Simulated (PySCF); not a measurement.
[Ag(H2O)(NH3)4]2+ (AgH₁₄N₄O, charge +2, doublet).

Method: PBE0/def2-TZVP; geometry: GFN2-xTB; program: PySCF. Core potentials replace the inner electrons of Ag; spin–orbit coupling isn't included. No frequency check shows the geometry to be a minimum. The stability of the open-shell solution wasn't checked. GFN2-xTB bond lengths at metals and heavier atoms can be off by up to 0.1 Å and shapes distorted, which carries into these values. GFN2-xTB doesn't know the spin state, so this open-shell geometry is rough.

The calculation's input:

```python
import numpy as np
from pyscf import gto, scf, dft
from pyscf.scf import atom_ks, atom_hf
from scipy.linalg import block_diag

def solve(mol, dm0=None, hcore=None):
    mf = (dft.UKS if mol.spin else dft.RKS)(mol, xc='pbe0')
    mf.grids.level = 3
    mf = mf.density_fit(auxbasis='def2-universal-jkfit')
    mf.conv_tol, mf.max_cycle = 1e-8, 80
    if hcore is not None:
        mf.get_hcore = lambda *args: hcore
    mf.kernel(dm0)
    if not mf.converged:
        mf = mf.newton().run(mf.mo_coeff, mf.mo_occ, max_cycle=30)
    assert mf.converged, 'SCF not converged'
    return mf

mol = gto.M(atom='''
Ag     0.01352     0.00891     0.18265
O     -0.14098    -0.09783    -2.30225
H      0.44503    -0.56247    -2.90638
H     -0.78335     0.35174    -2.85805
N     -2.07512     0.90034     0.51074
H     -2.81695     0.24120     0.28748
H     -2.24532     1.72591    -0.05830
H     -2.21316     1.17855     1.47988
N      0.91580     2.09842     0.22096
H      1.51367     2.25684     1.02900
H      0.21821     2.83831     0.22964
H      1.48627     2.25030    -0.60817
N      2.12093    -0.86854     0.40638
H      2.84814    -0.22305     0.10823
H      2.24870    -1.71548    -0.14200
H      2.32407    -1.11152     1.37357
N     -0.87919    -2.07326     0.38722
H     -0.18370    -2.81516     0.38159
H     -1.50130    -2.25568    -0.39756
H     -1.42483    -2.19435     1.23759
''', basis='def2-tzvp', ecp={'Ag': 'def2-tzvp'}, charge=2, spin=1, verbose=4)
mf = solve(mol)
mf.analyze()
# spherically averaged free atoms, for the promolecule
atom_ks.AtomSphAverageRKS.init_guess_by_vsap = lambda self, mol=None: self.init_guess_by_minao(mol)  # core potentials
atm = atom_ks.get_atm_nrks(mol, xc='pbe0')
pro = block_diag(*[(atm[a[0]][2] * atm[a[0]][3]) @ atm[a[0]][2].T for a in mol._atom])
np.savez('result.npz', e=mf.e_tot, c=mf.mo_coeff, occ=mf.mo_occ, eps=mf.mo_energy, pro=pro, dip=mf.dip_moment(verbose=0), s2=mf.spin_square()[0])
```

Run with:

```sh
OMP_NUM_THREADS=1 python input.py
```

The run took 3.2 min on 1 thread of AMD EPYC (Zen 3), on a shared host, peak memory 1.2 GiB.

Partitions, critical points and surface values were worked out afterwards from this run's density.

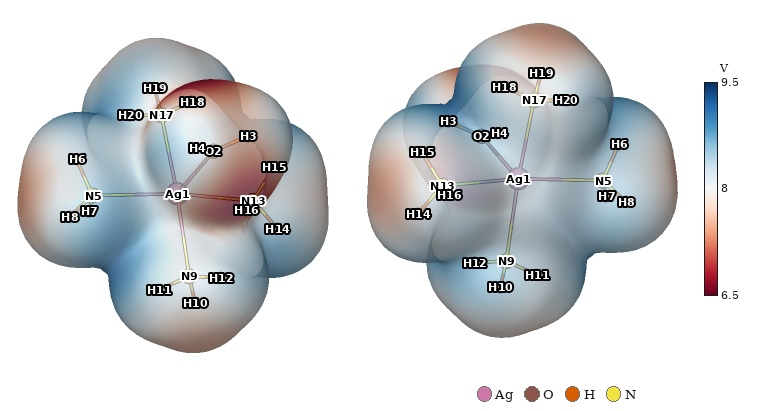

Electrostatic potential on the surface of electron density 0.001 a.u. (back view left, front view right).

**Where are the extremes of the potential on the surface?**

Highest: 9.14 V, about equally far (1.4 Å) from H7 and H11, and at like points elsewhere. Lowest: 6.58 V, over O2, off the plane of its three bonds (1.9 Å). The surface is sampled at points, so like sites can differ by a few per cent and only the strongest of them is named.
